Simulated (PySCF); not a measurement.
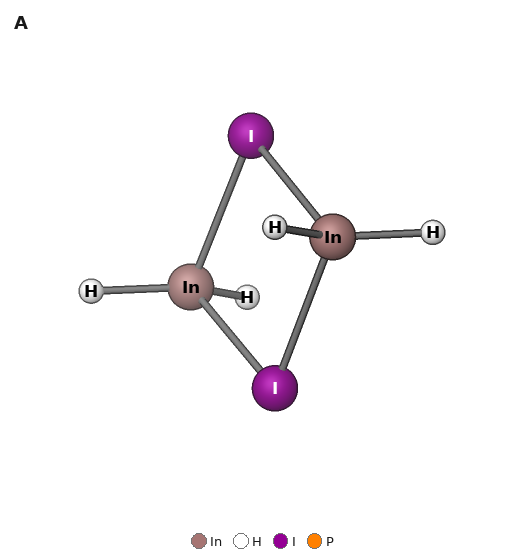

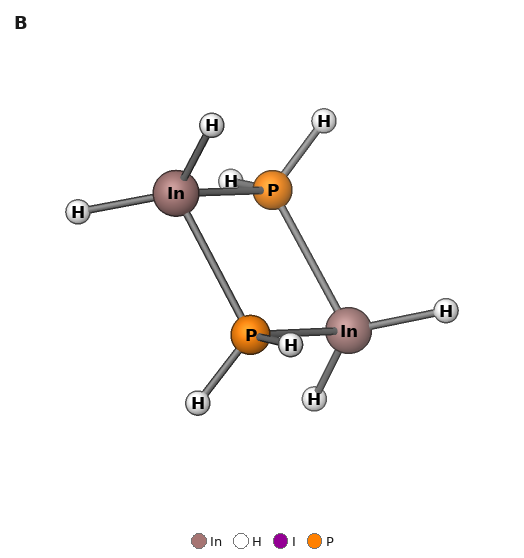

Two related species, optimised with PBE0-D3(BJ)/def2-SVP; properties computed with PySCF 2.14.0. Both: charge 0, singlet.

Question. What are A and B?

Answer. A is (H2In-mu-I)2, B is (H2In-mu-PH2)2.

Compare them. With PBE0/def2-SVPD, core potentials on I, In: dipole moment (D), HOMO–LUMO gap (eV), HOMO energy (Kohn–Sham orbital) (eV), lowest vertical singlet excitation (eV), mean static polarisability (bohr³).

| quantity | A | B |
| --- | --- | --- |
| dipole moment (D) | 0.04 | 0.03 |
| HOMO–LUMO gap (eV) | 6.00 | 6.26 |
| HOMO energy (Kohn–Sham orbital) (eV) | −7.57 | −7.13 |
| lowest vertical singlet excitation (eV) | 4.88 | 5.09 |
| mean static polarisability (bohr³) | 151.4 | 142.7 |

Each is one conformer, and no frequency run is at hand to confirm it as a minimum.
